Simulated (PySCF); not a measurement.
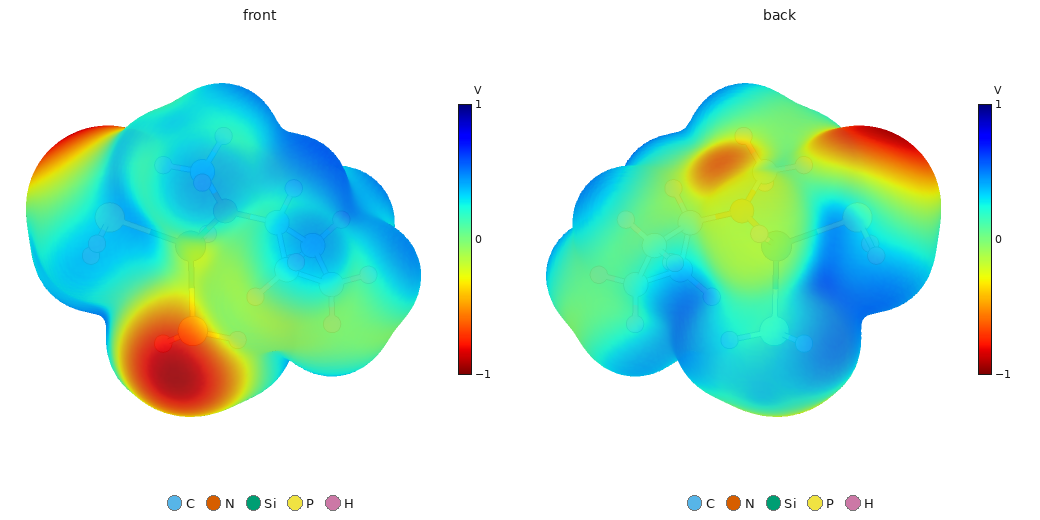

*C5H15NP2Si (SMILES CN(C1CCC1)[SiH](P)P). The molecular electrostatic potential painted on the density surface at 0.001 e/bohr³, seen from the front and from behind; the colour scale runs from red (negative) to blue (positive).*

Geometry: GFN2-xTB.

All numbers below come from PySCF 2.14.0, PBE0/pcSseg-1, SCF density, gas phase, non-relativistic.

```xyz
24

C     0.5329   -2.2479    0.5076
N     0.2087   -0.9757   -0.0937
C    -1.1677   -0.5953    0.0773
C    -1.5213    0.3938    1.2105
C    -2.4270    1.1529    0.2320
C    -1.8044    0.3713   -0.9344
Si    1.4094    0.0745   -0.7337
P     1.4327    2.1107    0.2604
P     3.3966   -0.9492   -0.4591
H     0.3293   -2.2441    1.5826
H     1.5884   -2.4696    0.3543
H    -0.0541   -3.0459    0.0436
H    -1.7603   -1.5116    0.1580
H    -1.9984   -0.0278    2.0928
H    -0.6533    0.9794    1.5139
H    -2.2944    2.2319    0.2045
H    -3.4826    0.9304    0.3736
H    -2.4948   -0.0774   -1.6456
H    -1.0641    0.9490   -1.4797
H     1.2456    0.1731   -2.2032
H     2.4549    2.6019   -0.5347
H     0.4585    2.6654   -0.5485
H     3.5235   -0.6229    0.8783
H     4.1300    0.1526   -0.8494
```

Describe the electrostatic potential map.

Answer. The most negative region (about −0.9 V) lies over P8 and P9, the most positive (about +0.6 V) over the H and Si atoms.

How polar is the molecule by this calculation?

Answer. Its dipole moment is 1.16 D.
